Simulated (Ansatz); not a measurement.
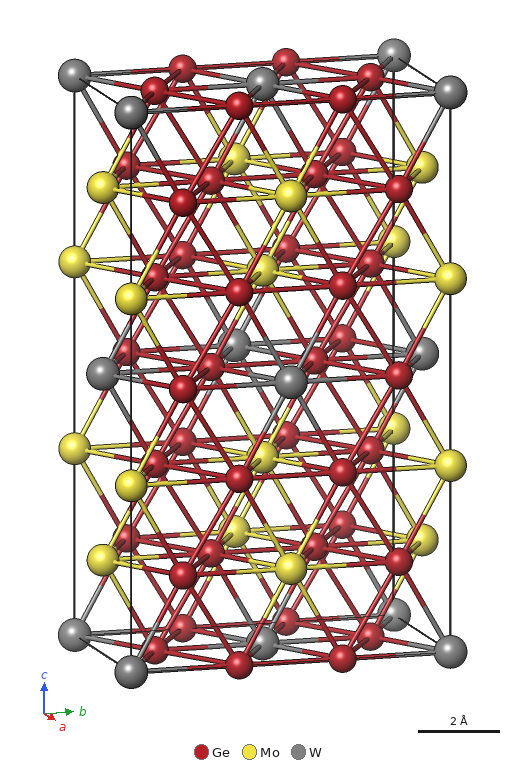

Ball-and-stick representation of a periodic structure, projected slightly off an axis. Lines trace the edges of the conventional unit cell.

Ge6Mo2W, space group Fmmm (No. 69), a = 4.721 Å, b = 8.287 Å, c = 14.166 Å, α = 90.00°, β = 90.00°, γ = 90.00°. The structure was taken from a structure type filled with these elements by a generator (whether the compound takes this form wasn't checked). Earlier steps of the study, as a rule a relaxation of our own, may have changed the cell and positions, so they can lie some per cent off the listed ones. It was run through Ansatz as a DFT input.

This one geometry was computed with Ansatz (DFT, plane waves, PAW) at three levels of theory: r2SCAN, LDA and PBE.

**Which level gives the highest pressure at this volume, and what does that say about its equilibrium volume?**

Highest: PBE (0.0 GPa), which points to the largest equilibrium volume. Lowest, with the smallest volume: LDA (-9.5 GPa). Levels within 0.5 GPa of each other can't be told apart.

**How does the band gap change with the level of theory?**

All levels give a metal.

**Collect the results in a table.**

| level | cutoff (eV) | k-mesh of the run's cell | gap (eV) | pressure (GPa) |
| --- | --- | --- | --- | --- |
| r2SCAN | 500 | 10×10×10 | metal | -4.1 |
| LDA | 420 | 10×10×10 | metal | -9.5 |
| PBE | 420 | 10×10×10 | metal | 0.0 |

Gaps are taken on the k-mesh or band path of each run.
